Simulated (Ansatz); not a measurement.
# H3InO3: what the fields show

```yaml
atoms:
  - { symbol: O, position_ang: [-1.9565, 0.5242, 0.1330] }
  - { symbol: In, position_ang: [-0.0931, -0.0793, -0.2118] }
  - { symbol: O, position_ang: [1.4287, 0.1461, 1.0647] }
  - { symbol: O, position_ang: [0.3134, -0.9697, -1.9362] }
  - { symbol: H, position_ang: [-2.0488, 0.9381, 0.9987] }
  - { symbol: H, position_ang: [1.1714, 0.5858, 1.8829] }
  - { symbol: H, position_ang: [1.2462, -1.2131, -1.9772] }
```

Core potentials replace the inner electrons of In.

Theory: Ansatz, RKS PBE0/def2-SVP.

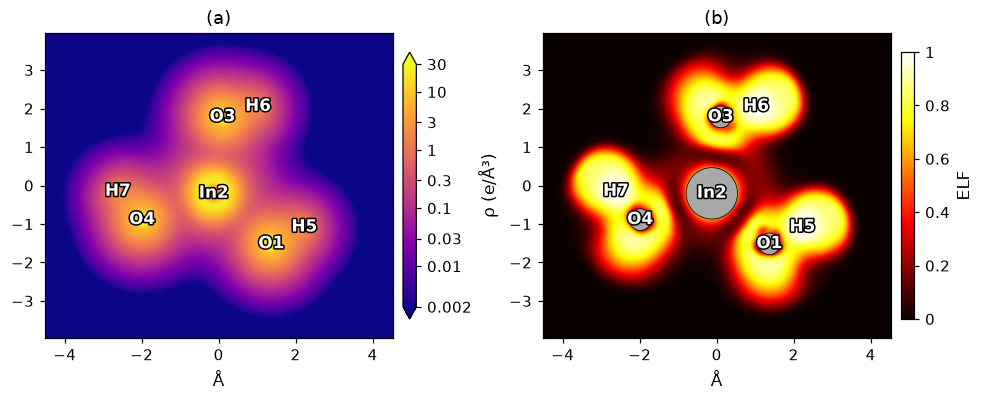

Figure 1. (a) electron density; (b) electron localisation function on the molecular plane. Grey discs cover the atomic cores in the ELF map.

### What do the fields say about this system?

Atoms in the plane: O, In and H. In–O (1.98 Å): the density is about 0.72 e/Å³ at the midpoint; the ELF peaks at about 0.85 in the valence shell of O, 0.6 Å from its nucleus, and drops to about 0.10 between the two atoms. O–H (0.96 Å): ρ is about 3.6 e/Å³ halfway; the ELF climbs to about 1 towards the hydrogen, as it does in any bond to H: a covalent bond by its length. The ELF also peaks beside O1, O4 and O3, away from the bonds: lone-pair regions.

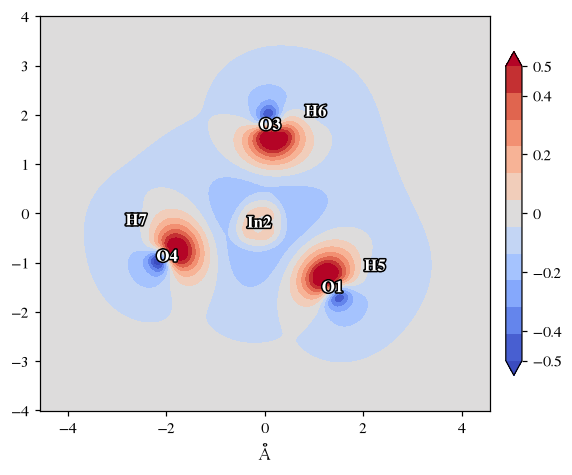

Figure 2. The LUMO on the molecular plane (values in Å⁻³ᐟ²; the overall sign is arbitrary).

### Describe this orbital and give its energy.

By Hirshfeld shares it lies mainly on In2 (about 50 %), O1 (about 15 %), O3 (about 15 %) and O4 (about 10 %); it is symmetric in the molecular plane (an in-plane orbital: σ, lone-pair or in-plane π type). Its energy is −1.77 eV.

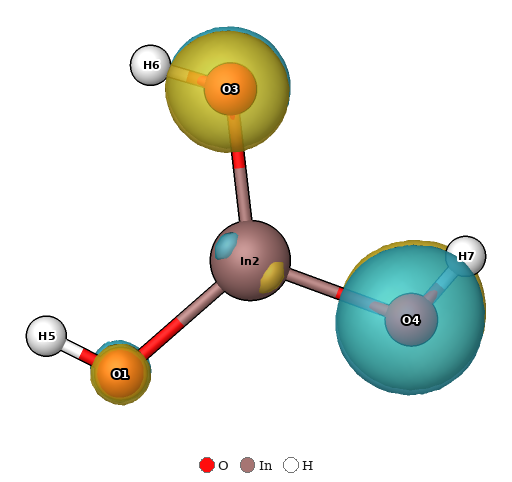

Figure 3. The HOMO at ±0.15 Å⁻³ᐟ² (yellow and cyan are the two phases), seen at an oblique angle.

### Describe this orbital and give its energy.

It lies mainly on O4 (about 60 %), O3 (about 25 %) and In2 (about 5 %); it changes sign across the molecular plane (π type). Its energy is −8.28 eV.
